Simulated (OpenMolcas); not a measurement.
Single-point calculation of CoN$_{3}$H$_{9}$F$_{3}$ (charge −1) (part 1 of 3)

The run: single-point calculation of CoN$_{3}$H$_{9}$F$_{3}$, charge −1, multiplicity 2. Method and program: NEVPT2/ANO-R1, sfX2C (OpenMolcas 26.06).

The geometry comes from this level: GFN2-xTB.

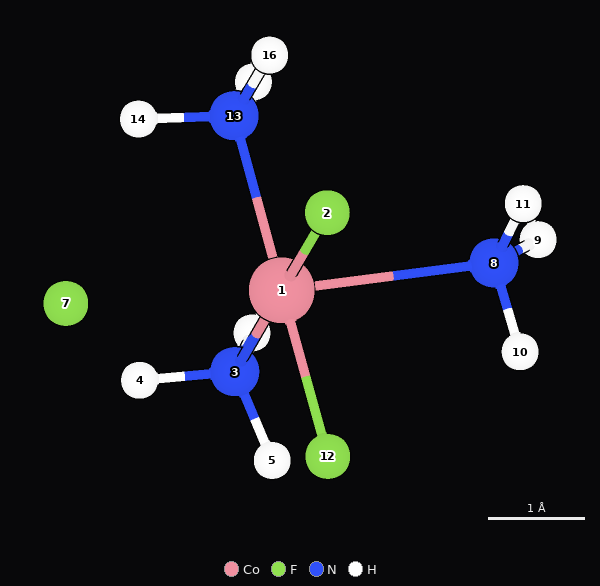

**Figure 1.** The structure (ball-and-stick view, seen at a tilt; atoms are numbered from 1 in the order of the input). Sticks mark near contacts. Bond lengths as drawn: Co–F 1.91 Å, Co–N 2.01 to 2.35 Å and H–N 1.01 to 1.02 Å.

The input:
```
&gateway
coord
16
bohr
Co     0.85835140     0.79553690     0.76690755
F      0.79096377     0.71002680     4.37310971
N      0.90574573     0.88123598    -3.02509248
H      2.79437582     0.71134961    -3.32276214
H      0.41587203     2.67237510    -3.50345775
H     -0.02800574    -0.35517403    -4.15042438
F      5.13047415     0.30277192     0.16584236
N     -3.58586871     0.77140510     0.86003326
H     -4.96650261    -0.03839923    -0.18536324
H     -3.72739029     2.67341445     0.72314150
H     -3.83943216     0.32439039     2.70160916
F      0.69596723     4.39731710     0.64010693
N      1.01083340    -2.98941445     0.89448296
H      2.89434233    -3.25684849     0.63746131
H      0.03747327    -4.14006869    -0.28684153
H      0.61281928    -3.45993736     2.71122787
basis=ANO-R1
group=NoSym
ricd
&seward
&rasscf
fileorb=$CurrDir/step2.RasOrb
spin=2
nactel=7 0 0
inactive=39
ras2=7
orblisting=NoCore
orbappear=Compact
&caspt2
sc-nevpt2
```

Run on 1 thread of Intel Xeon (Granite Rapids), 32 GiB of memory available, shared host.

Run as:
```bash
export MOLCAS_MEM=1860
pymolcas step10.inp > step10.log
```

Output:
```
--- Start Module: gateway ---

                                              &GATEWAY

                       available to each process: 1.9 GB of memory, 1 thread

++    Symmetry information:
      ---------------------

                    Character Table for C1

                             E
                    a        1  x, y, xy, Rz, z, xz, Ry, yz, Rx, I
--

++    Basis set information:
      ----------------------

      Basis set label: CO.ANO-R...5S3P2D1F.

      Electronic valence basis set:
      ------------------
      Associated Effective Charge  27.000000 au
      Associated Actual Charge     27.000000 au
      Nuclear Model: Finite nucleus - Gaussian distribution
        Gaussian exponent, Xi/bohr**(-2):  2.87167E+08

      Shell  nPrim  nBasis  Cartesian Spherical Contaminant
         s      20       5        X
         p      12       3        X
         d       9       2                 X
         f       5       1                 X

      Basis set label: F.ANO-R...3S2P1D.

      Electronic valence basis set:
      ------------------
      Associated Effective Charge   9.000000 au
      Associated Actual Charge      9.000000 au
      Nuclear Model: Finite nucleus - Gaussian distribution
        Gaussian exponent, Xi/bohr**(-2):  5.35469E+08

      Shell  nPrim  nBasis  Cartesian Spherical Contaminant
         s      13       3        X
         p       8       2        X
         d       4       1                 X

      Basis set label: N.ANO-R...3S2P1D.

      Electronic valence basis set:
      ------------------
      Associated Effective Charge   7.000000 au
      Associated Actual Charge      7.000000 au
      Nuclear Model: Finite nucleus - Gaussian distribution
        Gaussian exponent, Xi/bohr**(-2):  6.28656E+08

      Shell  nPrim  nBasis  Cartesian Spherical Contaminant
         s      13       3        X
         p       8       2        X
         d       4       1                 X

      Basis set label: H.ANO-R...2S1P.

      Electronic valence basis set:
      ------------------
      Associated Effective Charge   1.000000 au
      Associated Actual Charge      1.000000 au
      Nuclear Model: Finite nucleus - Gaussian distribution
        Gaussian exponent, Xi/bohr**(-2):  2.12482E+09

      Shell  nPrim  nBasis  Cartesian Spherical Contaminant
         s       7       2        X
         p       4       1        X

      Basis set label: F.ANO-R...3S2P1D.

      Electronic valence basis set:
      ------------------
      Associated Effective Charge   9.000000 au
      Associated Actual Charge      9.000000 au
      Nuclear Model: Finite nucleus - Gaussian distribution
        Gaussian exponent, Xi/bohr**(-2):  5.35469E+08

      Shell  nPrim  nBasis  Cartesian Spherical Contaminant
         s      13       3        X
         p       8       2        X
         d       4       1                 X

      Basis set label: N.ANO-R...3S2P1D.

      Electronic valence basis set:
      ------------------
      Associated Effective Charge   7.000000 au
      Associated Actual Charge      7.000000 au
      Nuclear Model: Finite nucleus - Gaussian distribution
        Gaussian exponent, Xi/bohr**(-2):  6.28656E+08

      Shell  nPrim  nBasis  Cartesian Spherical Contaminant
         s      13       3        X
         p       8       2        X
         d       4       1                 X

      Basis set label: H.ANO-R...2S1P.

      Electronic valence basis set:
      ------------------
      Associated Effective Charge   1.000000 au
      Associated Actual Charge      1.000000 au
      Nuclear Model: Finite nucleus - Gaussian distribution
        Gaussian exponent, Xi/bohr**(-2):  2.12482E+09

      Shell  nPrim  nBasis  Cartesian Spherical Contaminant
         s       7       2        X
         p       4       1        X

      Basis set label: F.ANO-R...3S2P1D.

      Electronic valence basis set:
      ------------------
      Associated Effective Charge   9.000000 au
      Associated Actual Charge      9.000000 au
      Nuclear Model: Finite nucleus - Gaussian distribution
        Gaussian exponent, Xi/bohr**(-2):  5.35469E+08

      Shell  nPrim  nBasis  Cartesian Spherical Contaminant
         s      13       3        X
         p       8       2        X
         d       4       1                 X

      Basis set label: N.ANO-R...3S2P1D.

      Electronic valence basis set:
      ------------------
      Associated Effective Charge   7.000000 au
      Associated Actual Charge      7.000000 au
      Nuclear Model: Finite nucleus - Gaussian distribution
        Gaussian exponent, Xi/bohr**(-2):  6.28656E+08

      Shell  nPrim  nBasis  Cartesian Spherical Contaminant
         s      13       3        X
         p       8       2        X
         d       4       1                 X

      Basis set label: H.ANO-R...2S1P.

      Electronic valence basis set:
      ------------------
      Associated Effective Charge   1.000000 au
      Associated Actual Charge      1.000000 au
      Nuclear Model: Finite nucleus - Gaussian distribution
        Gaussian exponent, Xi/bohr**(-2):  2.12482E+09

      Shell  nPrim  nBasis  Cartesian Spherical Contaminant
         s       7       2        X
         p       4       1        X
--

++    Molecular structure info:
      -------------------------

                    ************************************************
                    **** Cartesian Coordinates / bohr, angstrom ****
                    ************************************************

     Center  Label                x              y              z                     x              y              z
        1      CO1              0.858351       0.795537       0.766908              0.454220       0.420980       0.405830
        2      F2               0.790964       0.710027       4.373110              0.418560       0.375730       2.314150
        3      N3               0.905746       0.881236      -3.025092              0.479300       0.466330      -1.600810
        4      H4               2.794376       0.711350      -3.322762              1.478720       0.376430      -1.758330
        5      H5               0.415872       2.672375      -3.503458              0.220070       1.414160      -1.853950
        6      H6              -0.028006      -0.355174      -4.150424             -0.014820      -0.187950      -2.196310
        7      F7               5.130474       0.302772       0.165842              2.714930       0.160220       0.087760
        8      N8              -3.585869       0.771405       0.860033             -1.897560       0.408210       0.455110
        9      H9              -4.966503      -0.038399      -0.185363             -2.628160      -0.020320      -0.098090
       10      H10             -3.727390       2.673414       0.723141             -1.972450       1.414710       0.382670
       11      H11             -3.839432       0.324390       2.701609             -2.031740       0.171660       1.429630
       12      F12              0.695967       4.397317       0.640107              0.368290       2.326960       0.338730
       13      N13              1.010833      -2.989414       0.894483              0.534910      -1.581930       0.473340
       14      H14              2.894342      -3.256848       0.637461              1.531620      -1.723450       0.337330
       15      H15              0.037473      -4.140069      -0.286842              0.019830      -2.190830      -0.151790
       16      H16              0.612819      -3.459937       2.711228              0.324290      -1.830920       1.434720

                    *************************************************
                    **** InterNuclear Distances / bohr, angstrom ****
                    *************************************************

     Atom centers         bohr        angstrom
    9 H9        8 N8      1.911750        1.011654
   11 H11       8 N8      1.911941        1.011756
   10 H10       8 N8      1.912173        1.011879
    6 H6        3 N3      1.914932        1.013338
   15 H15      13 N13
    5 H5        3 N3      1.917548        1.014723
   16 H16      13 N13     1.918429        1.015189
    4 H4        3 N3      1.919477        1.015744
   14 H14      13 N13     1.919684        1.015853
   11 H11      10 H10     3.073240        1.626288
    5 H5        4 H4      3.087969        1.634083
   16 H16      14 H14     3.089838        1.635072
   10 H10       9 H9      3.116844        1.649363
   11 H11       9 H9      3.120339        1.651212
    6 H6        5 H5      3.127562        1.655035
   16 H16      15 H15     3.127622        1.655066
    6 H6        4 H4      3.128632        1.655600
   15 H15      14 H14     3.129875        1.656258
   12 F12       1 CO1     3.607668        1.909096
    2 F2        1 CO1     3.607845        1.909189
   13 N13       1 CO1     3.790169        2.005671
    3 N3        1 CO1     3.793264        2.007309
    7 F7        4 H4      4.218371        2.232266
   14 H14       7 F7      4.230084        2.238464
    7 F7        1 CO1     4.342249        2.297819
    8 N8        1 CO1     4.445261        2.352331
   16 H16       2 F2      4.492459        2.377307
   12 F12       5 H5      4.497000        2.379710
    4 H4        1 CO1     4.525558        2.394822
   14 H14       1 CO1     4.536942        2.400846
   16 H16       1 CO1     4.685054        2.479224
    5 H5        1 CO1     4.685545        2.479483
   12 F12      10 H10     4.748139        2.512607
   11 H11       2 F2      4.937934        2.613042
   10 H10       1 CO1     4.955539        2.622358
   13 N13       2 F2      5.082819        2.689712
   12 F12       3 N3      5.083357        2.689997
   11 H11       1 CO1     5.102374        2.700060
   15 H15       1 CO1     5.113162        2.705769
    6 H6        1 CO1     5.127369        2.713287
   12 F12       2 F2      5.247899        2.777069
   13 N13       7 F7      5.323612        2.817134
    7 F7        3 N3      5.325882        2.818335
   15 H15       6 H6      5.408973        2.862305
   13 N13       3 N3      5.509632        2.915572
   14 H14       4 H4      5.607135        2.967168
    8 N8        2 F2      5.612676        2.970100
   12 F12       8 N8      5.615134        2.971401
--

            Nuclear Potential Energy            641.64288551 au

--- Stop Module: gateway /rc=_RC_ALL_IS_WELL_ ---
--- Module gateway spent 2 seconds ---

--- Start Module: seward ---

                                              &SEWARD

                       available to each process: 1.9 GB of memory, 1 thread

               SEWARD will generate:
                  Multipole Moment integrals up to order  2
                  Kinetic Energy integrals
                  Nuclear Attraction integrals (finite nuclei - Gaussian type)
                  One-Electron Hamiltonian integrals
                  Velocity integrals
                  Relativistic X2C integrals
                  Orbital angular momentum around (  0.8807   0.7547   0.7250 )
                  Velocity quadrupole around (  0.8807   0.7547   0.7250 )
                  Atomic mean-field integrals
                  RI decomposed two-electron repulsion integrals stored Cholesky style
                   - acCD auxiliary basis
                   - CD Threshold:   1.00E-04

                   Integrals are discarded if absolute value <: 1.00E-14
                   Integral cutoff threshold is set to       <: 1.00E-16

            Nuclear Potential Energy            641.64288551 au

      Basis set specifications :
      Symmetry species         a
      Basis functions          160

--- Stop Module: seward /rc=_RC_ALL_IS_WELL_ ---
--- Module seward spent 9 seconds ---

--- Start Module: rasscf ---

                                              &RASSCF

                       available to each process: 1.9 GB of memory, 1 thread

      Header of the ONEINT file:
      --------------------------

      OrdInt status: non-squared

      Cartesian coordinates in angstrom:
      -----------------------------------------------------
      No.  Label        X            Y            Z
      -----------------------------------------------------
       1   CO1        0.45422000   0.42098000   0.40583000
       2   F2         0.41856000   0.37573000   2.31415000
       3   N3         0.47930000   0.46633000  -1.60081000
       4   H4         1.47872000   0.37643000  -1.75833000
       5   H5         0.22007000   1.41416000  -1.85395000
       6   H6        -0.01482000  -0.18795000  -2.19631000
       7   F7         2.71493000   0.16022000   0.08776000
       8   N8        -1.89756000   0.40821000   0.45511000
       9   H9        -2.62816000  -0.02032000  -0.09809000
      10   H10       -1.97245000   1.41471000   0.38267000
      11   H11       -2.03174000   0.17166000   1.42963000
      12   F12        0.36829000   2.32696000   0.33873000
      13   N13        0.53491000  -1.58193000   0.47334000
      14   H14        1.53162000  -1.72345000   0.33733000
      15   H15        0.01983000  -2.19083000  -0.15179000
      16   H16        0.32429000  -1.83092000   1.43472000
      -----------------------------------------------------
      Nuclear repulsion energy =  641.64288551

++    Wave function specifications:
      -----------------------------

      Number of closed shell electrons          78
      Number of electrons in active shells       7
      Max number of holes in RAS1 space          0
      Max nr of electrons in RAS3 space          0
      Number of inactive orbitals               39
      Number of active orbitals                  7
      Number of secondary orbitals             114
      Spin quantum number                      0.5
      State symmetry                             1
--

++    Orbital specifications:
      -----------------------

      Symmetry species                           1
                                                 a
      Frozen orbitals                            0
      Inactive orbitals                         39
      Active orbitals                            7
      RAS1 orbitals                              0
      RAS2 orbitals                              7
      RAS3 orbitals                              0
      Secondary orbitals                       114
      Deleted orbitals                           0
      Number of basis functions                160
--

++    CI expansion specifications:
      ----------------------------

      Number of CSFs                           784
      Number of determinants                  1225
      Number of root(s) required                 1
      Root chosen for geometry opt.              1
      CI root used                               1

      highest root included in the CI            1
      max. size of the explicit Hamiltonian    200
--

++    Optimization specifications:
      ----------------------------

      RASSCF algorithm: LK RI/DF
      Maximum number of macro iterations       200
      Maximum number of SX iterations          100
      Threshold for RASSCF energy            1.000E-08
      Threshold for max MO rotation          1.000E-01
      Threshold for max BLB element          1.000E-04
      Level shift parameter                  5.000E-01
      Make Quasi-Newton update
--

      The MO-coefficients are taken from the file:
      step2.RasOrb
      Title: RASSCF average (pseudo-natural) orbitals

      Total molecular charge   -1.00

      ************************************************************************************************************************
      *                                            Wave function control section                                             *
      ************************************************************************************************************************

                                         RASSCF iterations: Energy and convergence statistics
                                         ----------------------------------------------------
```
